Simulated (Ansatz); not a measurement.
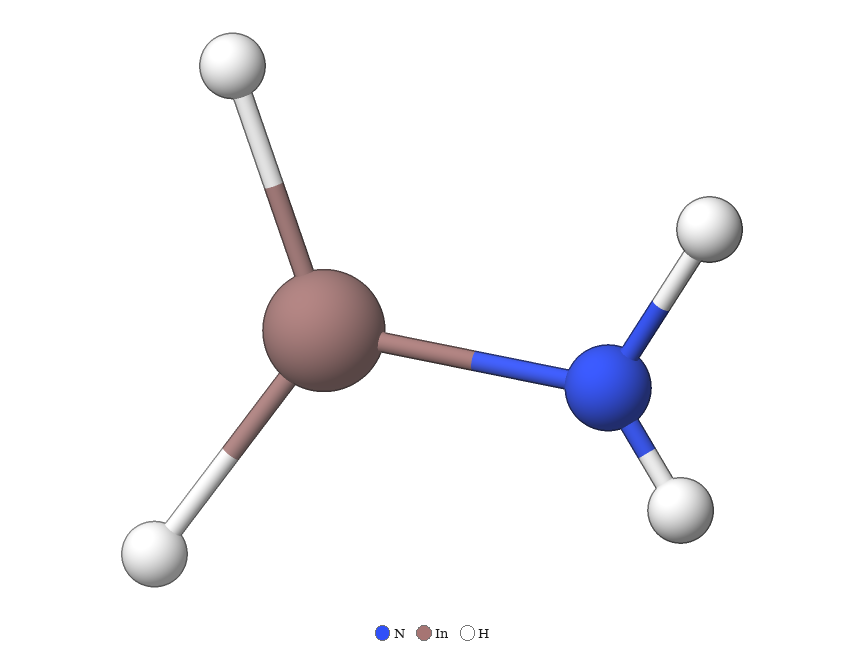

Geometry: atoms displaced at random (about 0.12 Å) from a stationary point of PBE0-D4. Program: Ansatz 0.2.0.

Compare dipole (D) at these levels: PBE-D4/def2-TZVPP; PBE0-D4/def2-TZVPP; RHF-CCSD(T) (frozen core)/def2-TZVPP; r2SCAN-D4/def2-TZVPP; ωB97M-V/def2-TZVPP.

| level | dipole (D) |
| --- | --- |
| PBE-D4/def2-TZVPP | 1.39 |
| PBE0-D4/def2-TZVPP | 1.26 |
| RHF-CCSD(T) (frozen core)/def2-TZVPP | 1.21 |
| r2SCAN-D4/def2-TZVPP | 1.32 |
| ωB97M-V/def2-TZVPP | 1.22 |
